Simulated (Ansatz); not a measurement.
# Tc-Li random alloys: few random alloy cells with their mixing energies in Python

A script is to give a few random alloy cells with their mixing energies; the system is Tc-Li random alloys.

Program: Ansatz 0.2.0, driven from Python. Level of theory: DFT PBEsol, plane waves, PAW. These are calculated values, not measurements.

## Step 1: The structure

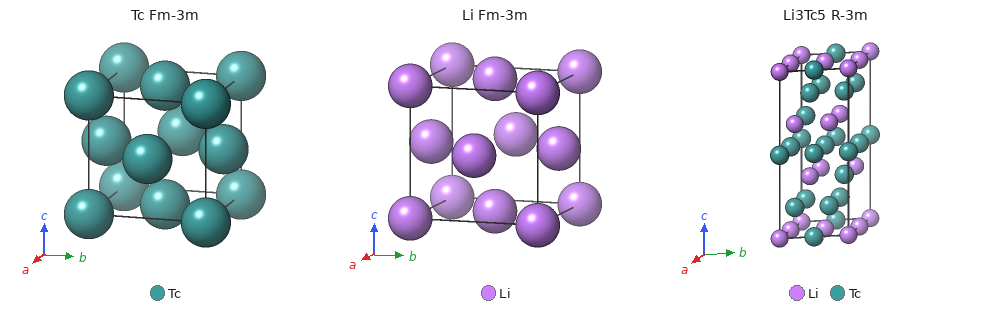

The starting structures, one conventional cell each, each at its own scale.

No structure file is read: the coordinates are typed or built in the script.

## Step 2: Script

run_random_alloy.py

```python
"""Random Tc-Li cells of 8 mixed sites, after relaxing atoms and volume at fixed cell shape."""

from collections import Counter
import warnings

import ansatz as az
import numpy as np
from tabulate import tabulate


def fcc(a_site, a):
    return (
        az.Lattice.fcc(a)
        .space_group(225)
        .atom(a_site, [0, 0, 0])
        .primitive()
    )

A_FIRST, A_LAST = 3.85, 4.42


def run_phase(name, crystal):
    calc = (
        crystal.calculation()
        .functional(az.Functional.PBESOL)
        .basis(23 * az.Ha)
        .kpoints(spacing=0.33)
        .occupations("fermi_dirac", width=0.05)
        .band_table()
    )
    calc = calc.relax(force_tolerance=0.01, fix_cell=["shape"])
    return calc.run()


def volume_per_atom(outcome):
    return abs(np.linalg.det(outcome.lattice.cell_ang)) / len(outcome.lattice.sites)


def counts(outcome):
    return Counter(site.symbol for site in outcome.lattice.sites)


def main() -> None:
    warnings.simplefilter("ignore", az.DeckWarning)

    phases = {"Tc": fcc("Tc", A_FIRST), "Li": fcc("Li", A_LAST)}
    for k in [3]:
        a = A_FIRST + (A_LAST - A_FIRST) * k / 8
        supercell = fcc("Tc", a).supercell(2).resolved()
        for seed in [69, 20]:
            drawn = supercell.site_disorder().occupy("Tc", Tc=8 - k, Li=k).random(seed=seed)
            phases[f"Tc{8 - k}Li{k} seed {seed}"] = drawn.crystal

    done = {name: run_phase(name, crystal) for name, crystal in phases.items()}

    # x is the share of the second element on the mixed sites; both end members stand on this same lattice
    x = {name: counts(o)["Li"] / (counts(o)["Tc"] + counts(o)["Li"]) for name, o in done.items()}
    first, last = min(x, key=x.get), max(x, key=x.get)
    energy = {name: o.report["energy_sigma0_ev"] / len(o.lattice.sites) for name, o in done.items()}
    volume = {name: volume_per_atom(o) for name, o in done.items()}
    rows = []
    for name in sorted(done, key=x.get):
        line = lambda table: (1 - x[name]) * table[first] + x[name] * table[last]
        rows.append((name, x[name], 1000 * (energy[name] - line(energy)), volume[name], 100 * (volume[name] / line(volume) - 1)))
    print(tabulate(rows, headers=["cell", "x(Li)", "E_mix (meV/atom)", "V (A^3/atom)", "excess V (%)"], floatfmt=".4f", tablefmt="github"))


if __name__ == "__main__":
    main()
```

## Step 3: The calls as engine input

The engine receives this input (first run):

```yaml
crystal:
  lattice:
    bravais: fcc
    a: 3.85
  space_group: 225
  atoms:
    - { symbol: Tc, position: [0.0, 0.0, 0.0] }
  reduce_to_primitive: true
basis:
  ecutwfc: 625.861883657724
kpoints:
  mp_grid:
    kspacing: 0.33
hamiltonian:
  xc: pbesol
scf:
  occupations:
    method: fermi_dirac
    width: 0.05
relax:
  f_tol: 0.01
  cell:
    fix: [shape]
output:
  eigenvalues: true
```

## Step 4: Running it

On the command line:

```bash
$ python run_random_alloy.py
```

Log:

```text
| cell           |   x(Li) |   E_mix (meV/atom) |   V (A^3/atom) |   excess V (%) |
|----------------|---------|--------------------|----------------|----------------|
| Tc             |  0.0000 |             0.0000 |        14.0717 |         0.0000 |
| Tc5Li3 seed 69 |  0.3750 |           382.0475 |        13.3364 |       -18.5759 |
| Tc5Li3 seed 20 |  0.3750 |           382.0475 |        13.3364 |       -18.5759 |
| Li             |  1.0000 |             0.0000 |        20.2243 |         0.0000 |
```

It took 2.9 min on 1 thread of Arm Neoverse V1, shared host; peak memory 0.64 GiB.

Lines on the test bed's own set-up are left out of the output.

## Step 5: The engine's runs

One row for each of the 4 runs:

```
run            system  space group at the end  energy (eV/atom)  from the elements (meV/atom)  final volume (Å³/atom)  pressure (GPa)  SCF cycles in all  CPU time (s)
  1       Tc (1 atom)                   Fm-3m        -5337.6012                           0.0                   14.07            0.00                 22           3.5
  2       Li (1 atom)                   Fm-3m         -202.9954                           0.0                   20.22            0.04                 15           2.1
  3  Li3Tc5 (8 atoms)                    R-3m        -3411.7420                         382.0                   13.34            0.01                 42            85
  4  Li3Tc5 (8 atoms)                    R-3m        -3411.7420                         382.0                   13.34            0.01                 42            84
```

Energies are extrapolated to zero smearing width, as in the script. Totals carry meaning only in balanced differences at one level of theory.

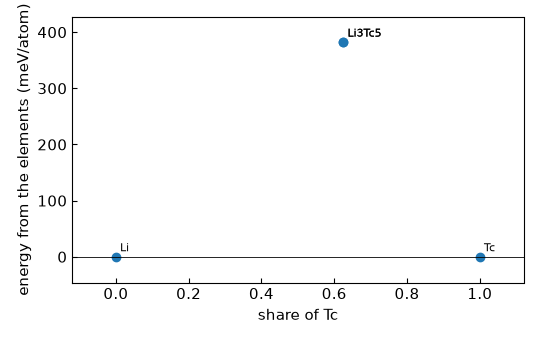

Energy from the elements against composition.

## Step 6: The relaxation of run 1, step by step

Step by step:

```
step  energy from step 1 (eV/cell)  largest force component (eV/Å)  pressure (GPa)  volume (Å³)
   1                        0.0000                          0.0000           -4.34        14.27
   2                        0.0031                          0.0000            6.76        13.79
   3                       -0.0027                          0.0000           -0.15        14.08
   4                       -0.0027                          0.0000            0.00        14.07
   5                       -0.0027                          0.0000            0.00        14.07
```

Step 1 is the start. Step 5 repeats the geometry before it on a plane-wave basis chosen anew for that cell, so its energy need not be comparable with the rows above. Step 2 was tried and not accepted.

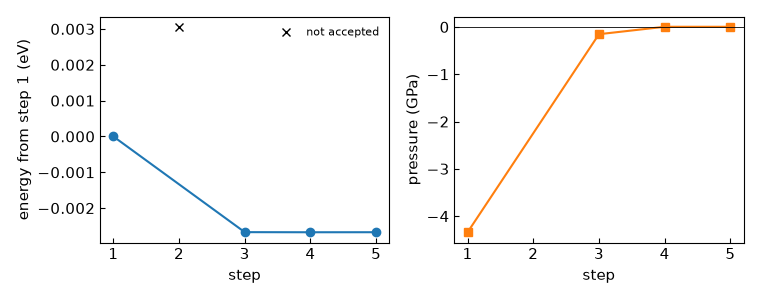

Energy and pressure along the relaxation.

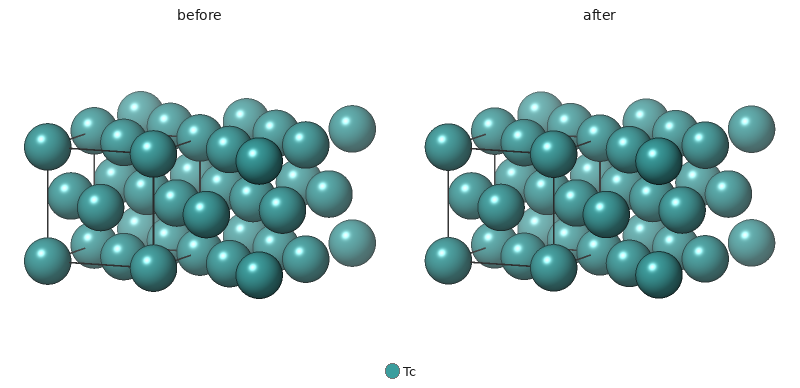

Before and after, at one scale. The change is too small to see at this scale.

Lengths and angles in the start's conventional setting:

|  | before | after | change |
| --- | --- | --- | --- |
| a (Å) | 3.850 | 3.832 | -0.5 % |
| b (Å) | 3.850 | 3.832 | -0.5 % |
| c (Å) | 3.850 | 3.832 | -0.5 % |
| volume (Å³/atom) | 14.27 | 14.07 | -1.4 % |
| shortest distance (Å) | 2.722 | 2.710 | -0.5 % |
| space group (0.01 Å) | Fm-3m | Fm-3m | same |

The run keeps the 48 symmetry operations of the start, so it could not have lowered the symmetry.

## Step 7: How the relaxation of run 4 went

Step by step:

```csv
step,E - E(step 1) (eV/cell),largest force component (eV/Å),pressure (GPa),volume (Å³)
1,0.0000,0.0000,-25.22,134.22
2,-2.3127,0.0000,-12.26,115.53
3,-2.5562,0.0000,8.79,102.13
4,-2.6741,0.0000,-1.09,107.33
5,-2.6763,0.0000,-0.01,106.69
6,-2.6754,0.0000,0.01,106.69
```

Step 1 is the start. Step 6 repeats the geometry before it on a plane-wave basis chosen anew for that cell, so its energy need not be comparable with the rows above.

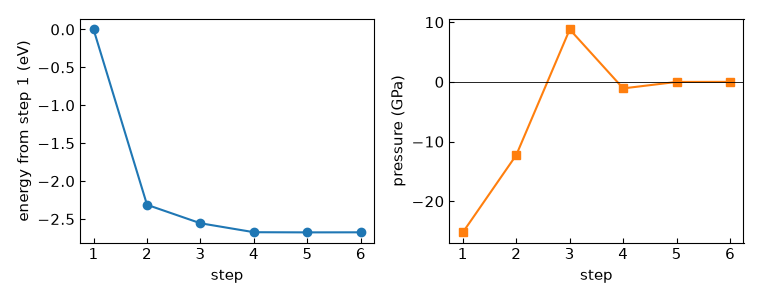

Energy and pressure along the relaxation.

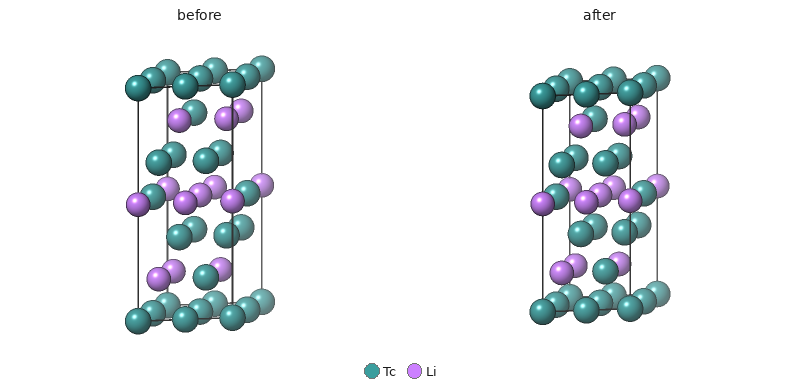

Before and after, at one scale.

Lengths and angles in the start's conventional setting:

|  | before | after | change |
| --- | --- | --- | --- |
| a (Å) | 5.747 | 5.324 | -7.4 % |
| b (Å) | 5.747 | 5.324 | -7.4 % |
| c (Å) | 14.077 | 13.040 | -7.4 % |
| volume (Å³/atom) | 16.78 | 13.34 | -20.5 % |
| shortest distance (Å) | 2.874 | 2.662 | -7.4 % |
| space group (0.01 Å) | R-3m | R-3m | same |

Forces and stress were held to the start's 12 operations: a distortion of lower symmetry was not tested.

## Step 8: Results

| quantity | value |
| --- | --- |
| runs compared | 4 |
| energy of Li3Tc5 (run 3) from the elements | 382 meV/atom |
| energy of Li3Tc5 (run 4) from the elements | 382 meV/atom |

Some draws give the same energy: they are one arrangement up to symmetry, not independent samples. No cell tried lies below the elements: the best, Li3Tc5, is 382 meV/atom above them. Temperature and entropy of mixing are left out. In CPU time, run 3 cost about 40 times as much as run 2. In run 1, the volume shrank by 1.4 % over 2 moves, and the space group stayed Fm-3m. In run 4, over 4 moves the cell shrank by 20.5 % in volume, and the space group stayed R-3m. Notes:
- For the metals among these cells the mesh is coarse, so their volumes and pressures are rough.
- Atoms and volume are relaxed with the cell's shape held, which in cells of lower than cubic symmetry can hide stresses and shift volumes.
- Cells of eight mixed sites are far from the random limit, and both end members stand on the same lattice, which need not be their own. Differences under about 40 meV an atom lie within the error of mesh and functional.
- The cells are prototypes set up for this calculation and needn't exist.
